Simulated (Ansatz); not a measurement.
# SiAsH₄ (quartet): wave-function methods side by side, cc-pVDZ

Aim: climb from Hartree-Fock through coupled cluster and multireference methods for SiAsH₄ (quartet) at one geometry and basis, and see what each rung misses.

Program: Ansatz 0.2.0, Gaussian basis. Level of theory: cc-pVDZ, core rule «outside noble gas», up to 19 orbitals frozen. These are calculated values, not measurements.

The runs, in order: UHF; CCSD(T) on ROHF; CCSD(T) on UHF; BCCD(T) on ROHF; CISD; CCSDT(Q) on ROHF; CCSDT(Q) on UHF; CASSCF and NEVPT2, 11 electrons in 11 orbitals.

23 further runs of the same task are left out: 1 for a known fault of the program, 8 that didn't finish, 14 set aside as unsound or not needed.

**1. The geometry**

The geometry is a PBE0/def2-TZVP stationary point (not a proven minimum) of the parent state, kept for this charge and spin. No spin-orbit coupling is included. The filled d shell of As may be among the frozen orbitals whatever the setting's name suggests; the logs give the count.

6 atoms, charge 0, spin multiplicity 4.

Atoms are counted from 1 here; the program's logs count them from 0.

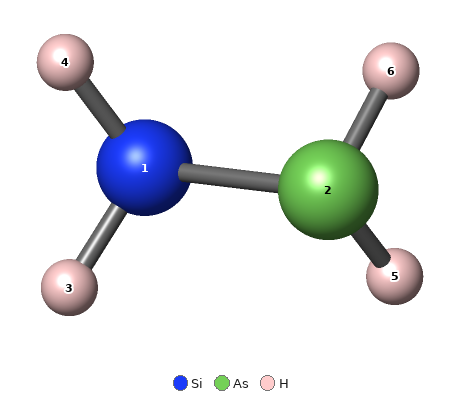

The structure; silicon blue, arsenic green, hydrogen pink; atoms are numbered from 1 in the order of the file.

**2. UHF**

in.yaml reads:

```yaml
crystal:
  periodic: [false, false, false]
  atoms:
    - {symbol: Si, position_ang: [-0.124629, 0.000001, 1.681959]}
    - {symbol: As, position_ang: [0.057778, 0.000000, -0.667422]}
    - {symbol: H, position_ang: [0.561776, -1.209969, 2.222531]}
    - {symbol: H, position_ang: [0.561775, 1.209971, 2.222530]}
    - {symbol: H, position_ang: [-0.972792, -1.104005, -0.850585]}
    - {symbol: H, position_ang: [-0.972793, 1.104003, -0.850586]}
basis:
  gaussian: {orbitals: cc-pVDZ}
magnetization: {spin_polarized: true, initial_magnetization: 3}
hamiltonian: {xc: hf}
output: {orbitals: {seedname: orbitals}}
```

The run is started by

```bash
$ ansatz run in.yaml --threads 1 --pin off --events-out ev --progress --plain --max-ram 2393MiB
```

After this run come: CCSD(T) on ROHF; CCSD(T) on UHF; BCCD(T) on ROHF; CISD; CCSDT(Q) on ROHF; CCSDT(Q) on UHF; CASSCF and NEVPT2, 11 electrons in 11 orbitals.

Q: Predict the results of all the runs planned. Wanted: UCCSDT(Q) below the RHF energy; RMP2 from UCCSDT(Q); UMP2 from UCCSDT(Q); RCCSD from UCCSDT(Q); RCCSD(T) from UCCSDT(Q); UCCSD(T) from UCCSDT(Q); RCCSDT(Q) from UCCSDT(Q); NEVPT2 valence from UCCSDT(Q); T1 diagnostic.

**Answer**, as computed:

```
                         quantity                      value
   UCCSDT(Q) below the RHF energy                 -6.5260 eV
              RMP2 from UCCSDT(Q)                +1421.5 meV
              UMP2 from UCCSDT(Q)                +1423.9 meV
             RCCSD from UCCSDT(Q)                 +229.0 meV
          RCCSD(T) from UCCSDT(Q)                  +57.4 meV
          UCCSD(T) from UCCSDT(Q)                  +53.8 meV
         RCCSDT(Q) from UCCSDT(Q)                   +4.9 meV
    NEVPT2 valence from UCCSDT(Q)                +1206.7 meV
levels within 1 kcal/mol (43 meV)  RCCSDT, UCCSDT, RCCSDT(Q)
                    T1 diagnostic                      0.022
   effectively unpaired electrons                       3.02
```

In words: RCCSD(T) misses by +57.4 meV, 0.9 % of the correlation energy. One determinant dominates. These misses are within one basis, not against nature; the frozen cores of restricted and unrestricted runs differ, which can shift their rows.
